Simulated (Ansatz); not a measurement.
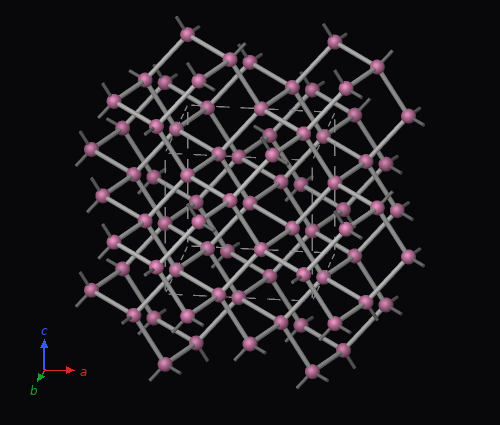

A cut-out of a periodic net derived from a crystal structure. Nodes are coloured by topological kind. Short stubs are edges that leave the cut-out.

Q: Classify the net: periodicity, connectivity, name.

A: A uninodal 4-connected, three-periodic net. It is the dia net, known from diamond, zinc blende and cristobalite.

Q: Give point symbol and coordination sequence.

A: 6⁶, sequence 4, 12, 24, 42, 64.

Origin of the net. C (space group Fd-3m, No. 227): the input geometry of an electronic-structure calculation (not necessarily at equilibrium); the starting structure was generated, so it need not be a known form of this composition. Bonds are taken as C–C below 1.7 Å. Simplification: prune 0- and 1-connected atoms, fold 2-connected ones into links. C is a 4-connected node.
